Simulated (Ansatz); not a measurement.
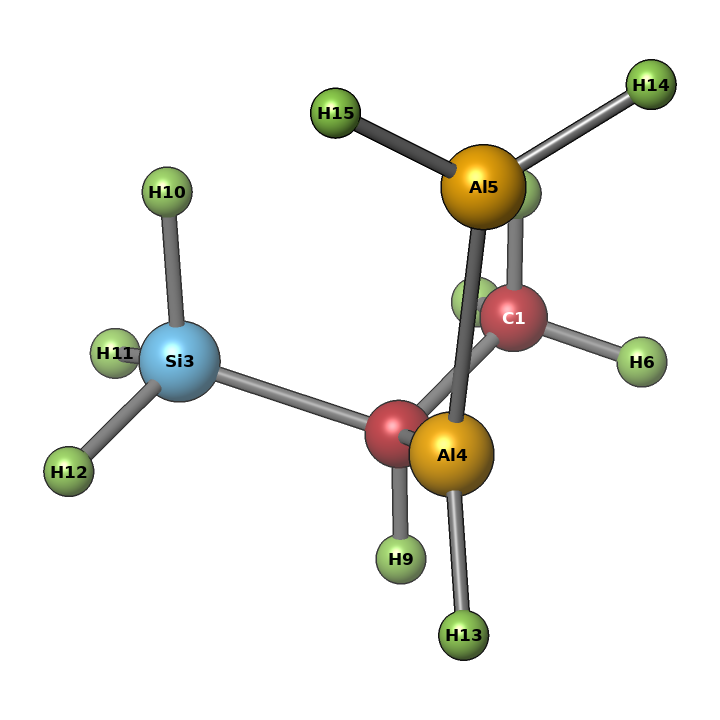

C2 lies behind Al4. The molecule seen a little off the Al4–C2 bond, Al4 in front. Distant atoms are faded towards the background colour. Computed geometry: PBE-D4/def2-SVP optimisation. No frequency run is at hand to confirm it as a minimum.

**What is the torsion angle Al5–Al4–C2–Si3? The sign is positive where the front bond must turn clockwise to cover the back bond.**

−71°, synclinal (gauche).
